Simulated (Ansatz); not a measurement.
**Strength of the C–Sn bond: C2H4Sn → SnH3 + C2H**

Species: C2H4Sn `C#[C][SnH3]`, singlet; SnH3 `[SnH3]`, doublet; C2H `[C]#C`, doublet. 

Shapes, held fixed at every level: PBE0-D4/def2-TZVP. Programs: Ansatz 0.2.0. The zero-point and thermal change to 298 K, harmonic and unscaled (PBE0-D4/def2-TZVP), is -11.5 kJ/mol.

```csv
level,kind,ΔH(298 K) (kJ/mol)
HF/def2-SVP,Hartree–Fock,+315.8
HF/def2-TZVPP,Hartree–Fock,+324.4
SPW92/def2-TZVPP,LDA,+490.9
B3LYP-D4/def2-TZVPP,global hybrid,+438.8
BHLYP-D4/def2-TZVPP,global hybrid,+439.4
PBE0-D4/def2-TZVPP,global hybrid,+442.2
wB97M-V/def2-TZVPP,range-separated hybrid,+456.6
B2PLYP/def2-TZVPP,double hybrid,+446.5
```

B2PLYP/def2-TZVPP gives ΔH(298 K) = +446.5 kJ/mol; the levels span +315.8 to +490.9. The median of the levels is +440.8. Hartree–Fock misses the correlation of the pair that is broken and comes out low. No measured value is set beside it here. Spin contamination: C2H (⟨S²⟩ up to 1.11). Open shells run unrestricted unless RO is named. For atoms past krypton def2 sets carry core potentials with scalar relativity. Correlated rows may include outer-core shells of Sn, which these sets cover unevenly.

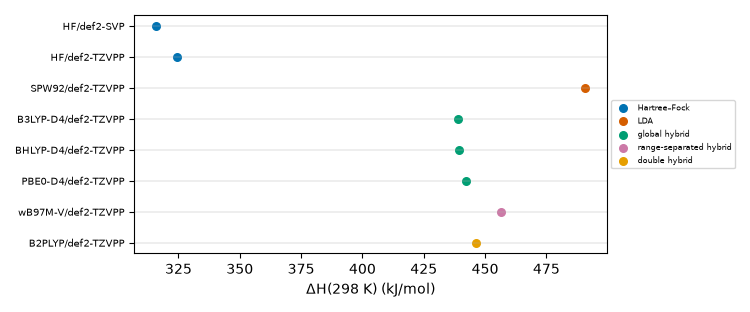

The values of the table, level by level.
